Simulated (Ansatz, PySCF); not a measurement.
Bond stretch in SMILES [SiH3][SiH3] (H6Si2). The Si1–H8 bond (Si1 also carries H, H, Si; H8 carries nothing else) is pulled apart rigidly from the PBE0/def2-TZVP optimised geometry.

```
8

Si     0.0000     0.0000     0.0000
Si     1.8809    -1.1306    -0.8121
H     -1.2450    -0.6615    -0.4751
H      0.0000     1.4098    -0.4751
H      3.1259    -0.4677    -0.3392
H      1.8794    -1.1329    -2.2998
H      1.8822    -2.5397    -0.3349
H      0.0000     0.0000     1.4877
```

Levels of theory: UCCSD = CCSD on UHF/cc-pVDZ, frozen core in Ansatz (a first-principles code); RKS-PBE0 = restricted PBE0/cc-pVDZ in Ansatz; UHF/3-21G = unrestricted Hartree-Fock/3-21G run with PySCF.

Energies are in mEh, each relative to the lowest point of its own curve near equilibrium.

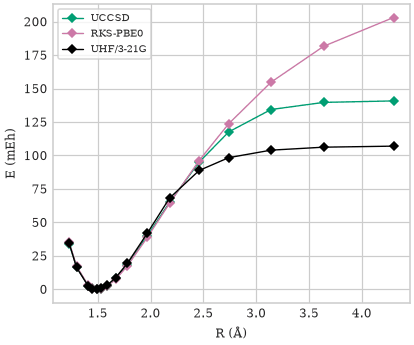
Energy against bond length for each method.

| R / Å | UCCSD | RKS-PBE0 | UHF/3-21G |
|---|---|---|---|
| 1.23 | 33.9 | 35.0 | 34.3 |
| 1.30 | 16.4 | 17.2 | 16.3 |
| 1.41 | 2.6 | 2.9 | 2.4 |
| 1.45 | 0.7 | 0.8 | 0.5 |
| 1.49 | 0.0 | 0.0 | 0.0 |
| 1.53 | 0.4 | 0.2 | 0.6 |
| 1.59 | 2.7 | 2.3 | 3.0 |
| 1.67 | 8.1 | 7.3 | 8.7 |
| 1.78 | 18.4 | 17.3 | 19.3 |
| 1.97 | 40.0 | 38.8 | 41.9 |
| 2.18 | 64.9 | 64.2 | 68.1 |
| 2.46 | 95.0 | 96.2 | 88.7 |
| 2.74 | 117.6 | 123.7 | 98.3 |
| 3.14 | 134.3 | 154.7 | 103.9 |
| 3.64 | 139.6 | 181.6 | 106.2 |
| 4.30 | 140.7 | 203.1 | 106.9 |

At the longest distance, 4.30 Å, RKS-PBE0 lies highest above its minimum (203.1 mEh) and UHF/3-21G lowest (106.9 mEh).

The unrestricted determinant behind UCCSD, UHF/3-21G is spin-contaminated at 2.18 to 4.30 Å (<S²> up to 1.0, against 0.00 for a pure singlet). The restricted form behind RKS-PBE0 keeps the bonding electrons paired and can't separate into open-shell fragments.
